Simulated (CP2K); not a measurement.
# CH6BN (SMILES BNC) at AM1

Aim: the energy change on altering one bond length of CH6BN at AM1, from 2 runs. 

The calculation is run with CP2K 2026.2.

3 further runs of the same task are left out: 3 set aside as unsound or not needed.

## (1) The molecule

The species is CH6BN (9 atoms), meant as a singlet with charge 0. As SMILES, `BNC`. The shape is that of a GFN2-xTB optimisation.

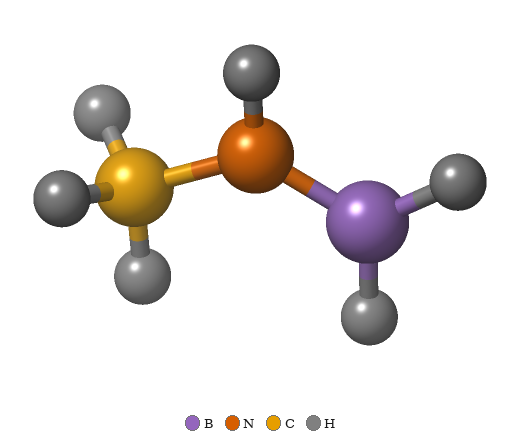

The structure, seen from a chosen angle (boron purple, nitrogen orange, carbon amber, hydrogen grey).

## (2) Energy and forces at AM1

Contents of qs.inp:

```
&GLOBAL
   PROJECT qs
   RUN_TYPE ENERGY_FORCE
   PRINT_LEVEL MEDIUM
&END GLOBAL
&FORCE_EVAL
   METHOD QS
   &DFT
      &QS
         METHOD AM1
         EPS_DEFAULT 1.0E-10
         &SE
            &COULOMB
               CUTOFF [angstrom] 50
               RC_RANGE [angstrom] 0
            &END COULOMB
            &EXCHANGE
               CUTOFF [angstrom] 50
               RC_RANGE [angstrom] 0
            &END EXCHANGE
         &END SE
      &END QS
      &POISSON
         PERIODIC NONE
         POISSON_SOLVER ANALYTIC
      &END POISSON
      # self-consistent field
      &SCF
         SCF_GUESS ATOMIC
         EPS_SCF 1.0E-07
         MAX_SCF 30
         &OT
            MINIMIZER DIIS
            PRECONDITIONER FULL_ALL
         &END OT
         &OUTER_SCF
            EPS_SCF 1.0E-07
            MAX_SCF 10
         &END OUTER_SCF
      &END SCF
      &PRINT
         &MOMENTS
            PERIODIC F
            REFERENCE COM
            MAX_MOMENT 1
         &END MOMENTS
         &MO_CUBES
            NLUMO 1
            NHOMO -1
            WRITE_CUBE F
         &END MO_CUBES
         &HIRSHFELD OFF
         &END HIRSHFELD
      &END PRINT
   &END DFT
   &SUBSYS
      # vacuum box
      &CELL
         ABC 11 11.4 11.1
         PERIODIC NONE
      &END CELL
      &COORD
         B     -0.825230     0.736420    -0.879390
         N      0.113990     0.494130     0.096230
         C      0.551170    -0.786950     0.600060
         H     -1.363250    -0.170810    -1.390630
         H     -1.061500     1.846560    -1.170790
         H      0.591970     1.258190     0.553690
         H      0.017630    -1.578680     0.077860
         H      1.625290    -0.923460     0.441120
         H      0.349930    -0.875400     1.671840
      &END COORD
      &TOPOLOGY
         &CENTER_COORDINATES
         &END CENTER_COORDINATES
      &END TOPOLOGY
   &END SUBSYS
   &PRINT
      &FORCES ON
      &END FORCES
   &END PRINT
&END FORCE_EVAL
```

On the command line:

```
OMP_NUM_THREADS=1 cp2k.psmp qs.inp > qs.out
```

What it wrote, cut to the lines that bear on the results:

```text
CP2K| version string:                                       CP2K version 2026.2
[...]
 GLOBAL| Method name                                                        CP2K
[...]
 GLOBAL| Run type                                                   ENERGY_FORCE
[...]
                             - Atoms:                                          9
[...]
                             - Spherical basis functions:                     18
[...]
 Number of electrons:                                                         18
[...]
     1 OT DIIS     0.15E+00    0.0     0.44727456       -14.2124332244 -1.42E+01
[...]
     8 OT DIIS     0.15E+00    0.0     0.00000005       -17.9295262223 -3.27E-12
  *** SCF run converged in     8 steps ***
  Core-core repulsion energy [eV]:                            924.70660611411506
  Core Hamiltonian energy [eV]:                              -745.26929470684706
  Two-electron integral energy [eV]:                        -1334.64906361588965
  Electronic energy [eV]:                                   -1412.59382651479177
  Total energy [eV]:                                         -487.88722040067682
  Atomic reference energy [eV]:                               487.07064533664447
  Heat of formation [kcal/mol]:                               -18.83066981440552
[...]
 SE_DIPOLE| Moment [Debye]         -1.10387706       0.35590113      -1.14557947
 SE_DIPOLE| Derivative [a.u.]       0.00000000       0.00000000       0.00000000
 *** WARNING in qs_scf_post_se.F:140 :: Printing of MO cube files not ***
 *** implemented for Semi-Empirical method.                           ***
 ENERGY| Total FORCE_EVAL ( QS ) energy [hartree]            -17.929526222280991
 FORCES| Atomic forces [hartree/bohr]
 FORCES|   Atom     x               y               z               |f|
 FORCES|      1  3.26917015E-02 -1.09694776E-02  3.41901091E-02   4.85596576E-02
 FORCES|      2 -1.52636702E-03  9.08725855E-03 -2.00652323E-03   9.43049308E-03
 FORCES|      3 -1.21409617E-02  2.63184498E-02 -1.38419385E-02   3.21195114E-02
 FORCES|      4 -8.33557298E-03 -1.36775870E-02 -8.01295483E-03   1.79099304E-02
 FORCES|      5 -2.92268262E-03  1.72874670E-02 -3.78525813E-03   1.79367435E-02
 FORCES|      6 -1.18222818E-02 -9.26226129E-03 -1.17291761E-02   1.90559546E-02
 FORCES|      7 -1.19030353E-02 -1.81670419E-02 -1.15899850E-02   2.46181115E-02
 FORCES|      8  2.04317298E-02 -7.87827189E-04 -3.68230547E-03   2.07758424E-02
 FORCES|      9 -4.47252988E-03  1.71019642E-04  2.04580322E-02   2.09419162E-02
 FORCES| Sum    -4.85722573E-16  6.66133815E-16 -1.52655666E-16
 FORCES| Total atomic force                                       8.38429740E-16
[...]
```

It took 1.4 s on 1 thread of AMD EPYC 7R43 (Zen 3), shared host; peak memory 0.18 GiB.

## (3) The distorted shape, same level

Contents of run.inp:

```
&global
   project run
   run_type ENERGY_FORCE
   print_level MEDIUM
&end

&force_eval
   method QUICKSTEP
   &dft
      &qs
         method AM1
         eps_default 1.0E-10
         &se
            &coulomb
               cutoff [angstrom] 50
               rc_range [angstrom] 0
            &end
            &exchange
               cutoff [angstrom] 50
               rc_range [angstrom] 0
            &end
         &end
      &end
      &poisson
         periodic NONE
         poisson_solver ANALYTIC
      &end
      &scf
         scf_guess ATOMIC
         eps_scf 1.0E-07
         max_scf 30
         &ot
            minimizer DIIS
            preconditioner FULL_ALL
         &end
         &outer_scf
            eps_scf 1.0E-07
            max_scf 10
         &end
      &end
      &print
         &moments
            periodic F
            reference COM
            max_moment 1
         &end
         &mo_cubes
            nlumo 1
            nhomo -1
            write_cube F
         &end
         &hirshfeld OFF
         &end
      &end
   &end
   &subsys
      &cell
         abc 11.4 11.4 11.1
         periodic NONE
      &end
      &coord
         B     -1.201182     0.784200    -0.823760
         N     -0.261962     0.541910     0.151860
         C      0.175218    -0.739170     0.655690
         H     -1.739202    -0.123030    -1.335000
         H     -1.437452     1.894340    -1.115160
         H      0.216018     1.305970     0.609320
         H     -0.358322    -1.530900     0.133490
         H      1.625290    -0.923460     0.441120
         H     -0.026022    -0.827620     1.727470
      &end
      &topology
         &center_coordinates
         &end
      &end
   &end
   &print
      &forces ON
      &end
   &end
&end
```

On the command line:

```
OMP_NUM_THREADS=1 cp2k.psmp run.inp > run.out
```

What it wrote, cut to the lines that bear on the results:

```text
CP2K| version string:                                       CP2K version 2026.2
[...]
 GLOBAL| Method name                                                        CP2K
[...]
 GLOBAL| Run type                                                   ENERGY_FORCE
[...]
                             - Atoms:                                          9
[...]
                             - Spherical basis functions:                     18
[...]
 Number of electrons:                                                         18
[...]
     1 OT DIIS     0.15E+00    0.0     0.43112892       -14.3099122444 -1.43E+01
[...]
     9 OT DIIS     0.15E+00    0.0     0.00000004       -17.8857047513 -1.45E-12
  *** SCF run converged in     9 steps ***
  Core-core repulsion energy [eV]:                            909.65520524521696
  Core Hamiltonian energy [eV]:                              -742.13966687645154
  Two-electron integral energy [eV]:                        -1308.42063180408582
  Electronic energy [eV]:                                   -1396.34998277849445
  Total energy [eV]:                                         -486.69477753327754
  Atomic reference energy [eV]:                               487.07064533664447
  Heat of formation [kcal/mol]:                                 8.66771814475546
[...]
 ENERGY| Total FORCE_EVAL ( QS ) energy [hartree]            -17.885704751322866
 FORCES| Atomic forces [hartree/bohr]
 FORCES|   Atom     x               y               z               |f|
 FORCES|      1  3.26262169E-02 -1.10413883E-02  3.24430325E-02   4.73173609E-02
 FORCES|      2  1.01737368E-02 -3.09898926E-03  3.27149802E-03   1.11270550E-02
 FORCES|      3  7.54149270E-02  2.10531038E-02 -2.97390761E-02   8.37559374E-02
 FORCES|      4 -8.35868508E-03 -1.36953230E-02 -8.00148912E-03   1.79291193E-02
 FORCES|      5 -3.14585856E-03  1.73082527E-02 -3.54743520E-03   1.79459281E-02
 FORCES|      6 -1.16398329E-02 -9.46117711E-03 -1.18084146E-02   1.90902656E-02
 FORCES|      7 -1.49333838E-04 -1.56828355E-02 -1.12992632E-02   1.93299503E-02
 FORCES|      8 -1.01577827E-01  1.44410201E-02  1.43123576E-02   1.03592672E-01
 FORCES|      9  6.65665702E-03  1.77336492E-04  1.43687902E-02   1.58368136E-02
 FORCES| Sum     2.67147415E-16  5.27355937E-16 -1.59594560E-16
 FORCES| Total atomic force                                       6.12325444E-16
[...]
```

It took 1.4 s on 1 thread of AMD EPYC 7R43 (Zen 3), shared host; peak memory 0.18 GiB.

## (4) What came out

At AM1:

| quantity | value |
| --- | --- |
| first shape: total energy | -17.92953 Eh |
| first shape: dipole moment | 1.63 D |
| first shape: heat of formation at this unrelaxed shape | -18.8 kcal/mol |
| first shape: largest force on an atom | 2.497 eV/Å |
| distorted shape: total energy | -17.88570 Eh |
| distorted shape: dipole moment | 1.53 D |
| distorted shape: heat of formation at this unrelaxed shape | 8.7 kcal/mol |
| distorted shape: largest force on an atom | 5.327 eV/Å |
| energy change with the C3–H8 bond stretched from 1.094 to 1.477 Å | 1.192 eV |

**Reading.** With the C3–H8 bond stretched from 1.094 to 1.477 Å the energy rises by 1.19 eV (27 kcal/mol). The first shape isn't relaxed at this level, so the change isn't measured from a minimum. The largest force (first shape) is 2.50 eV/Å: the shape isn't a stationary point for this species at this level.
